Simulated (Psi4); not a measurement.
**C2H3Si (SMILES [C]#C[SiH3]): a first try and a second**

Aim: the excited states of C2H3Si at TDA-HCTH/120/cc-pVDZ (sfX2C, density fitting, tdscf states 5, tdscf tda yes).

The results are computed with Psi4 1.11.

1 further run of the same task is left out (set aside as unsound or not needed).

## Step 1: The structure to begin with

C2H3Si: 6 atoms, total charge 0, spin state doublet. SMILES: `[C]#C[SiH3]`. Geometry: relaxed at PBE0-D4/def2-TZVP.

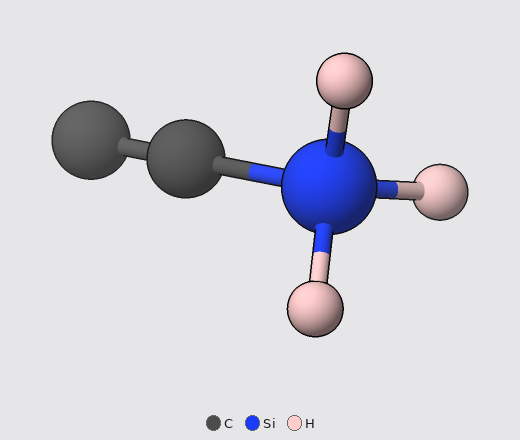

The structure, seen from a chosen angle (carbon dark grey, silicon blue, hydrogen pink).

## Step 2: First attempt

Input file run.py:

```python
import psi4

psi4.set_memory('1600 MB')
psi4.set_num_threads(1)
psi4.set_output_file('run.log', False)

geom = psi4.geometry("""
1 2
C      2.07832079    -3.67306067     2.01728264
C      1.06561656    -1.87857674     1.01837341
Si    -0.46543954     0.82656621    -0.48565961
H     -2.74199261    -0.06746322    -1.85041982
H      1.33452459     2.00140894    -2.28127738
H     -1.19166129     2.66980507     1.49439542
units au
symmetry c1
no_reorient
no_com
""")

psi4.set_options({
    'basis': 'cc-pVDZ',
    'reference': 'uks',
    'scf_type': 'mem_df',
    'tdscf_states': 5,
    'tdscf_tda': True,
    'relativistic': 'x2c',
})

result, w = psi4.energy("td-hcth120", molecule=geom, return_wfn=True)
print(f'total energy {result:.8f} hartree = {result * 27.211386:.5f} eV')
for k, v in sorted(psi4.core.scalar_variables().items()):
    print(f'{k:45s} {v:18.10f}')
```

Command:

```
$ python run.py
```

run.log:

```text
-----------------------------------------------------------------------
                               Psi4 1.11 release

    h
    h
    h

    -----------------------------------------------------------------------

    Memory:     1.5 GiB
    Threads:    1
                ecpint, einsums, f̶o̶r̶t̶e̶, gauxc, gcp, g̶d̶m̶a̶, geometric, g̶p̶u̶_̶d̶f̶c̶c̶,
                i̶n̶t̶e̶g̶r̶a̶t̶o̶r̶x̶x̶, i̶p̶i̶, libefp, m̶d̶i̶, m̶p̶2̶d̶, m̶r̶c̶c̶, ooo,
                o̶p̶e̶n̶f̶e̶r̶m̶i̶o̶n̶p̶s̶i̶4̶, pcmsolver, p̶s̶i̶4̶f̶o̶c̶k̶c̶i̶, p̶s̶i̶x̶a̶s̶,
                p̶y̶e̶i̶n̶s̶u̶m̶s̶, r̶e̶s̶p̶, s̶i̶m̶i̶n̶t̶, s̶n̶s̶m̶p̶2̶,
                v̶2̶r̶d̶m̶_̶c̶a̶s̶s̶c̶f̶
```

Standard output:

```text
Traceback (most recent call last):
  File "run.py", line 7, in <module>
    geom = psi4.geometry("""
qcelemental.exceptions.ValidationError: Inconsistent or unspecified chg/mult: sys chg: None, frag chg: [1.0], sys mult: None, frag mult: [2]
```

Run time: 0.48 s. Hardware: 1 thread of AMD EPYC 9R45 (Zen 5), shared host; peak memory 0.13 GiB.

## Step 3: Reading the log

The input was rejected.

The telling line is `qcelemental.exceptions.ValidationError: Inconsistent or unspecified chg/mult: sys chg: None, frag chg: [1.0], sys mult: None, frag mult: [2]`. What is wrong: charge and multiplicity as typed don't fit the electron count or the species meant. To mend it: charge 0 in place of 1. That is the species meant; for the charge typed, the multiplicity would have to change.

## Step 4: The mended input

Input file run.py:

```python
import psi4

psi4.set_memory(1600000000)
psi4.set_num_threads(1)
psi4.set_output_file('psi4.out', False)

geom = psi4.geometry("""
0 2
C      2.07832079    -3.67306067     2.01728264
C      1.06561656    -1.87857674     1.01837341
Si    -0.46543954     0.82656621    -0.48565961
H     -2.74199261    -0.06746322    -1.85041982
H      1.33452459     2.00140894    -2.28127738
H     -1.19166129     2.66980507     1.49439542
units au
symmetry c1
no_reorient
no_com
""")

options = {'basis': 'cc-pVDZ', 'reference': 'uks', 'scf_type': 'mem_df', 'tdscf_states': 5, 'tdscf_tda': True, 'relativistic': 'x2c'}
psi4.set_options(options)

result, w = psi4.energy("td-hcth120", return_wfn=True)
print(f'td-hcth120 energy: {result:.10f} Eh')
for k, v in sorted(psi4.core.scalar_variables().items()):
    print(f'{k:45s} {v:18.10f}')
```

Command:

```
$ python run.py
```

psi4.out, cut to the lines that bear on the results:

```text
[...]
  Running in c1 symmetry.
[...]
  Nuclear repulsion =   76.367132954154442
[...]
  Multiplicity = 2
[...]
  Nalpha       = 15
  Nbeta        = 14
[...]
    Number of basis functions: 61
[...]
   @DF-UKS iter   1:  -367.66892500977559   -2.71935e-01   1.03082e-02 DIIS/ADIIS
[...]
   @DF-UKS iter  13:  -367.91719188862311   -1.33845e-08   7.21705e-07 DIIS
[...]
   @S^2 Observed:                7.792483316E-01
[...]
  @DF-UKS Final Energy:  -367.91719188862311
   => Energetics <=
    Nuclear Repulsion Energy =             76.3671329541544424
    One-Electron Energy =                -656.8594540654337379
    Two-Electron Energy =                 245.4022527954129771
    DFT Exchange-Correlation Energy =     -32.8271235727567614
    Empirical Dispersion Energy =           0.0000000000000000
    VV10 Nonlocal Energy =                  0.0000000000000000
    Total Energy =                       -367.9171918886231083
[...]
 Multipole Moments:
 ------------------------------------------------------------------------------------
     Multipole            Electronic (a.u.)      Nuclear  (a.u.)        Total (a.u.)
 ------------------------------------------------------------------------------------
 L = 1.  Multiply by 2.5417464519 to convert [e a0] to [Debye]
 Dipole X            :         -9.9057297            9.7483412           -0.1573885
 Dipole Y            :         17.4132308          -17.1341467            0.2790841
 Dipole Z            :         -8.9329620            8.7774000           -0.1555620
 Magnitude           :                                                    0.3561721
[...]
**********                               WARNING                                **********
**********       The names of excited state variables changed between 1.5       **********
[...]
**********                               WARNING                                **********
**********  Length-gauge rotatory strengths are **NOT** gauge-origin invariant  **********
[...]
                                    Excitation Energy         Total Energy        Oscillator Strength             Rotatory Strength
[...]
Excited State    1 (1 A):   0.01533 au   2972.90 nm f = 0.0008
[...]
Excited State    2 (1 A):   0.01534 au   2970.90 nm f = 0.0008
[...]
Excited State    3 (1 A):   0.08964 au   508.28 nm f = 0.0000
[...]
Excited State    4 (1 A):   0.08966 au   508.15 nm f = 0.0000
[...]
Excited State    5 (1 A):   0.16184 au   281.53 nm f = 0.0357
[...]
```

Wall time 13 s (1 thread of AMD EPYC 9R45 (Zen 5), shared host); peak memory 0.47 GiB.

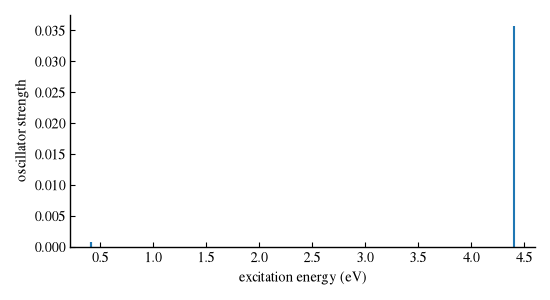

Vertical excitations as sticks.

The roots found:

| excited state | energy (eV) | strength | label |
| --- | --- | --- | --- |
| 1 | 0.417 | 0.0008 | A 1 |
| 2 | 0.417 | 0.0008 | A 1 |
| 3 | 2.439 | 0.0000 | A 1 |
| 4 | 2.440 | 0.0000 | A 1 |
| 5 | 4.404 | 0.0357 | A 1 |

## Step 5: Results

Level: TDA-HCTH/120/cc-pVDZ (sfX2C, density fitting, tdscf states 5, tdscf tda yes).

```
                                                        quantity          value
                               ground-state or mean-field energy  -367.91719 Eh
                      dipole moment (HCTH/120 Kohn–Sham density)         0.91 D
HOMO energy (HCTH/120 Kohn–Sham orbitals) (highest over α and β)       -7.04 eV
 LUMO energy (HCTH/120 Kohn–Sham orbitals) (lowest over α and β)       -6.70 eV
                               ⟨S²⟩ of the reference determinant          0.779
                                        lowest excitation energy        0.42 eV
```

What this shows: The brightest of the 5 transitions from the ground state lies at 4.40 eV (282 nm, f = 0.036); the lowest, at 0.42 eV, has f = 0.001.
